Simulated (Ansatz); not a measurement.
# CH₄Si+ (doublet): one geometry, many settings

Aim: run CH₄Si+ (doublet) at one geometry under a spread of methods and options, and see what each costs and gives.

Program: Ansatz 0.2.0, Gaussian basis. Level of theory: the settings change from run to run. These are calculated values, not measurements.

19 further runs of the same task are left out: 6 that didn't finish, 13 set aside as unsound or not needed.

## Step 1: What is computed

The geometry is a PBE0/def2-TZVP stationary point (not a proven minimum) of the parent state, kept for this charge and spin.

6 atoms, charge 1, spin multiplicity 2.

Atoms are counted from 1 here; the program's logs count them from 0.

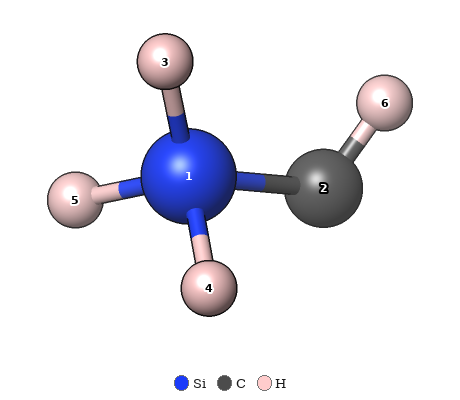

The structure; silicon blue, carbon dark grey, hydrogen pink; atoms are numbered from 1 in the order of the file.

## Step 2: CCSDT(Q)/B on ROHF/STO-3G

File in.yaml:

```yaml
crystal:
  periodic: [false, false, false]
  atoms:
    - {symbol: Si, position_ang: [0.000000, 0.030650, 0.526970]}
    - {symbol: C, position_ang: [0.000000, -0.131335, -1.333717]}
    - {symbol: H, position_ang: [0.000000, 1.348427, 1.227799]}
    - {symbol: H, position_ang: [1.215343, -0.735078, 0.927610]}
    - {symbol: H, position_ang: [-1.215343, -0.735078, 0.927610]}
    - {symbol: H, position_ang: [0.000000, 0.832681, -1.873946]}
basis:
  gaussian: {orbitals: STO-3G}
total_charge: 1
magnetization: {spin_polarized: false, initial_magnetization: 1}
correlation: {method: ccsdt_q_b, electrons: all}
```

Command:

```
$ ansatz run in.yaml --threads 1 --pin off --events-out ev --progress --plain --max-ram 2393MiB
```

What it wrote, cut to the lines that bear on the results:

```text
Functional definition: HF
  name "HF"
  cite "Fock, Z. Phys. 61, 126 (1930) doi:10.1007/BF01340294"
  parent pbe
[...]
308 factors; integrals over basis functions are off by at most 2.7e-8 eV
[...]
mean field -8842.04506628 eV, -324.9391628323 hartree, gradient 8.3e-6 eV, S^2 0.750000; 2 other end points of the search recorded, 0 dependent functions left out
[...]
determinant -8842.04506628 eV, -324.9391628323 hartree, with singles and doubles -8845.09092484 eV, -325.0510960699 hartree
determinant -8840.26275386 eV, -324.8736640590 hartree, with singles and doubles -8843.42625276 eV, -324.9899204991 hartree
reference -8842.04506628 eV, -324.9391628323 hartree; 12, 11 occupied and 6, 7 virtual orbitals, 308 factors
second order -2.02511839 eV of doubles, -0.01045300 eV of singles
cycle   1  -2.62217998 eV  change   -5.9e-1 eV  update   7.7e-2
[...]
cycle  21  -3.12591750 eV  change   -7.5e-7 eV  update   5.2e-7
perturbative correction -0.00226794 eV, -0.0000833453 hartree
Total energy: -8845.17325172 eV, -325.0541215271 hartree
```

Run time: 33 s. Hardware: 1 thread of Intel Xeon at 2.50GHz, shared host; peak memory 0.52 GiB.

From the report: correlation -3.1282 eV; T1 0.021; largest double amplitude 0.07.

## Step 3: MP2 on ROHF/6-31G*

Changes to in.yaml since step 2:

```diff
@@ -10,5 +10,6 @@
 basis:
-  gaussian: {orbitals: STO-3G}
+  gaussian: {orbitals: "6-31G*"}
 total_charge: 1
 magnetization: {spin_polarized: false, initial_magnetization: 1}
-correlation: {method: ccsdt_q_b, electrons: all}
+hamiltonian: {pseudopotentials: {relativity: scalar}}
+correlation: {method: mp2, electrons: outside_noble_gas}
```

Launched as before.

What it wrote, cut to the lines that bear on the results:

```text
Functional definition: HF
  name "HF"
  cite "Fock, Z. Phys. 61, 126 (1930) doi:10.1007/BF01340294"
  parent pbe
[...]
436 factors; integrals over basis functions are off by at most 1.4e-3 eV
[...]
mean field -8958.30274342 eV, -329.2115536649 hartree, gradient 2.3e-6 eV, S^2 0.750000; 0 other end points of the search recorded, 0 dependent functions left out
[...]
6 core orbitals not correlated: weight in the atoms' cores, before any rotation towards them, 1.000 or more for the frozen orbitals, at most 0.000 for the correlated occupied ones
reference -8958.30274342 eV, -329.2115536649 hartree; 6, 5 occupied and 30, 31 virtual orbitals, 436 factors
second order -4.08595139 eV of doubles, -0.04452742 eV of singles
Total energy: -8962.43322223 eV, -329.3633459615 hartree
Relativity: scalar
```

Wall time 2.5 s (1 thread of Intel Xeon at 2.50GHz, shared host).

## Step 4: CISDT/STO-3G

Changes to in.yaml since step 3:

```diff
@@ -10,6 +10,5 @@
 basis:
-  gaussian: {orbitals: "6-31G*"}
+  gaussian: {orbitals: STO-3G}
 total_charge: 1
 magnetization: {spin_polarized: false, initial_magnetization: 1}
-hamiltonian: {pseudopotentials: {relativity: scalar}}
-correlation: {method: mp2, electrons: outside_noble_gas}
+correlation: {active_space: {ras: {orbitals: [5, 1, 6], electrons: 11, max_holes: 3, max_particles: 3}, fixed_orbitals: true}}
```

Same command.

What it wrote:

```text
Functional definition: HF
  name "HF"
  cite "Fock, Z. Phys. 61, 126 (1930) doi:10.1007/BF01340294"
  parent pbe
  exchange = exact_x
  correlation = 0
211 factors; integrals over basis functions are off by at most 3.2e-5 eV
mean field evaluation 1: about -8840.9250 eV, gradient 1.2e1 eV
mean field evaluation 2: about -8840.9424 eV, gradient 1.1e1 eV
mean field evaluation 4: about -8842.0339 eV, gradient 1.0e0 eV
mean field evaluation 8: about -8842.0449 eV, gradient 8.1e-3 eV
mean field -8842.04494800 eV, -324.9391584858 hartree, gradient 8.9e-6 eV, S^2 0.750000; 0 other end points of the search recorded, 0 dependent functions left out
reference -8842.04494800 eV, -324.9391584858 hartree; 12, 11 occupied and 6, 7 virtual orbitals, 211 factors
state -8844.90362963 eV, -325.0442130981 hartree
Total energy: -8844.90362963 eV, -325.0442130981 hartree
```

It took 1.4 s on 1 thread of Intel Xeon at 2.50GHz, shared host.

From the report: 12,194 determinants.

## Step 5: BCCD on ROHF/cc-pVDZ

Changes to in.yaml since step 4:

```diff
@@ -10,5 +10,7 @@
 basis:
-  gaussian: {orbitals: STO-3G}
+  gaussian: {orbitals: cc-pVDZ}
 total_charge: 1
 magnetization: {spin_polarized: false, initial_magnetization: 1}
-correlation: {active_space: {ras: {orbitals: [5, 1, 6], electrons: 11, max_holes: 3, max_particles: 3}, fixed_orbitals: true}}
+correlation: {method: bccd, electrons: outside_noble_gas}
+accuracy: high
+output: {forces: true}
```

Same command.

What it wrote, cut to the lines that bear on the results:

```text
Functional definition: HF
  name "HF"
  cite "Fock, Z. Phys. 61, 126 (1930) doi:10.1007/BF01340294"
  parent pbe
[...]
1199 factors; integrals over basis functions are off by at most 3.6e-9 eV
[...]
mean field -8943.63581673 eV, -328.6725540506 hartree, gradient 2.9e-8 eV, S^2 0.750000; 3 other end points of the search recorded, 0 dependent functions left out
[...]
determinant -8943.63581673 eV, -328.6725540506 hartree, with singles and doubles -8949.78744085 eV, -328.8986220673 hartree
determinant -8941.91108698 eV, -328.6091714013 hartree, with singles and doubles -8948.21732190 eV, -328.8409212604 hartree
6 core orbitals not correlated: weight in the atoms' cores, before any rotation towards them, 1.000 or more for the frozen orbitals, at most 0.000 for the correlated occupied ones
reference -8943.63581673 eV, -328.6725540506 hartree; 6, 5 occupied and 40, 41 virtual orbitals, 1199 factors
second order -4.81073741 eV of doubles, -0.04846322 eV of singles
cycle   1  -6.13946893 eV  change    1.2e-2 eV  update   1.5e-2
[...]
cycle  28  -6.13173278 eV  change   5.7e-11 eV  update  6.6e-10
[...]
Total energy: -8949.76754951 eV, -328.8978910740 hartree
Atom 0 at     0.000000     0.030650     0.526970 Å, force     0.000000    -1.132552     2.688088 eV/Å
Atom 1 at     0.000000    -0.131335    -1.333717 Å, force    -0.000000     1.432337     0.164492 eV/Å
Atom 2 at     0.000000     1.348427     1.227799 Å, force     0.000000     0.312537    -0.872095 eV/Å
Atom 3 at     1.215343    -0.735078     0.927610 Å, force     0.114658    -0.167239    -0.271489 eV/Å
Atom 4 at    -1.215343    -0.735078     0.927610 Å, force    -0.114658    -0.167239    -0.271489 eV/Å
Atom 5 at     0.000000     0.832681    -1.873946 Å, force     0.000000    -0.277843    -1.437507 eV/Å
Dipole moment:    -0.000000     0.175752    -0.545556 e Å
```

Wall time 45 s (1 thread of Intel Xeon at 2.50GHz, shared host); peak memory 0.43 GiB.

From the report: correlation -6.1317 eV; largest double amplitude 0.05.

## Step 6: BCCD on ROHF/cc-pVDZ

Changes to in.yaml since step 5:

```diff
@@ -13,4 +13,4 @@
 magnetization: {spin_polarized: false, initial_magnetization: 1}
-correlation: {method: bccd, electrons: outside_noble_gas}
-accuracy: high
+correlation: {method: bccd, electrons: outside_noble_gas, diis_vectors: 12}
+scf: {lower_state_search: off}
 output: {forces: true}
```

Same command.

What it wrote, cut to the lines that bear on the results:

```text
Functional definition: HF
  name "HF"
  cite "Fock, Z. Phys. 61, 126 (1930) doi:10.1007/BF01340294"
  parent pbe
[...]
488 factors; integrals over basis functions are off by at most 9.2e-4 eV
[...]
mean field -8943.63576623 eV, -328.6725521947 hartree, gradient 3.4e-6 eV, S^2 0.750000; 0 other end points of the search recorded, 0 dependent functions left out
6 core orbitals not correlated: weight in the atoms' cores, before any rotation towards them, 1.000 or more for the frozen orbitals, at most 0.000 for the correlated occupied ones
reference -8943.63576623 eV, -328.6725521947 hartree; 6, 5 occupied and 40, 41 virtual orbitals, 488 factors
second order -4.81070245 eV of doubles, -0.04846304 eV of singles
cycle   1  -5.75702773 eV  change   -9.0e-1 eV  update   8.4e-2
[...]
cycle  17  -6.13175184 eV  change    9.8e-7 eV  update   5.3e-7
[...]
Total energy: -8949.76751807 eV, -328.8978899187 hartree
Atom 0 at     0.000000     0.030650     0.526970 Å, force     0.000000    -1.132554     2.688109 eV/Å
Atom 1 at     0.000000    -0.131335    -1.333717 Å, force     0.000000     1.432336     0.164455 eV/Å
Atom 2 at     0.000000     1.348427     1.227799 Å, force    -0.000000     0.312566    -0.872081 eV/Å
Atom 3 at     1.215343    -0.735078     0.927610 Å, force     0.114677    -0.167254    -0.271483 eV/Å
Atom 4 at    -1.215343    -0.735078     0.927610 Å, force    -0.114677    -0.167254    -0.271483 eV/Å
Atom 5 at     0.000000     0.832681    -1.873946 Å, force    -0.000000    -0.277840    -1.437518 eV/Å
Dipole moment:    -0.000000     0.175752    -0.545556 e Å
Checks for a lower state left out: starts, cluster_reference, orbital_swaps, neighbouring_geometries, increment
```

It took 13 s on 1 thread of Intel Xeon at 2.50GHz, shared host.

From the report: correlation -6.1318 eV; largest double amplitude 0.05.

## Step 7: CISD/cc-pVDZ

Changes to in.yaml since step 6:

```diff
@@ -13,4 +13,3 @@
 magnetization: {spin_polarized: false, initial_magnetization: 1}
-correlation: {method: bccd, electrons: outside_noble_gas, diis_vectors: 12}
-scf: {lower_state_search: off}
-output: {forces: true}
+correlation: {active_space: {ras: {orbitals: [5, 1, 40], electrons: 11, max_holes: 2, max_particles: 2}, fixed_orbitals: true}}
+accuracy: high
```

The command is unchanged.

What it wrote:

```text
Functional definition: HF
  name "HF"
  cite "Fock, Z. Phys. 61, 126 (1930) doi:10.1007/BF01340294"
  parent pbe
  exchange = exact_x
  correlation = 0
1199 factors; integrals over basis functions are off by at most 3.6e-9 eV
mean field evaluation 1: about -8942.1029 eV, gradient 1.3e1 eV
mean field evaluation 2: about -8942.1504 eV, gradient 1.3e1 eV
mean field evaluation 4: about -8943.6165 eV, gradient 1.3e0 eV
mean field evaluation 8: about -8943.6354 eV, gradient 1.6e-1 eV
mean field evaluation 16: about -8928.8396 eV, gradient 2.5e1 eV
mean field evaluation 32: about -8943.6287 eV, gradient 3.3e-1 eV
mean field -8943.63581673 eV, -328.6725540506 hartree, gradient 2.9e-8 eV, S^2 0.750000; 3 other end points of the search recorded, 0 dependent functions left out
reference -8943.63581673 eV, -328.6725540506 hartree; 12, 11 occupied and 40, 41 virtual orbitals, 1199 factors
state -8949.29336903 eV, -328.8804652630 hartree
Total energy: -8949.29336903 eV, -328.8804652630 hartree
```

Run time: 12 s. Hardware: 1 thread of Intel Xeon at 2.50GHz, shared host.

From the report: 54,075 determinants.

## Step 8: All runs side by side

Where basis and cores are those of an earlier UCCSDT(Q)/cc-pVDZ run (-8950.0194 eV), and the state is the same kind, the miss against it is given.

| level | correlated | functions | energy (eV) | from UCCSDT(Q) (meV) | time |
| --- | --- | --- | --- | --- | --- |
| CCSDT(Q)/B on ROHF/STO-3G | all | 18 | -8845.1733 |  | 33 s |
| MP2 on ROHF/6-31G* (relativity set) | outside noble gas | 42 | -8962.4332 |  | 2.5 s |
| CISDT/STO-3G | valence | 18 | -8844.9036 |  | 1.4 s |
| BCCD on ROHF/cc-pVDZ | outside noble gas | 52 | -8949.7675 | 251.8 | 45 s |
| BCCD on ROHF/cc-pVDZ | outside noble gas | 52 | -8949.7675 | 251.8 | 13 s |
| CISD/cc-pVDZ | outside noble gas | 52 | -8949.2934 | 726.0 | 12 s |

## Step 9: Results

```
quantity                       value
    runs                           6
quickest         CISDT/STO-3G, 1.4 s
 slowest  BCCD on ROHF/cc-pVDZ, 45 s
```

**Reading.** Total energies in different bases, with other cores or another treatment of relativity can't be set against each other. BCCD on ROHF/cc-pVDZ took 31 times as long as CISDT/STO-3G; the jobs differ in more than the method. Among the correlated runs with a miss given, it spans +252 to +726 meV.
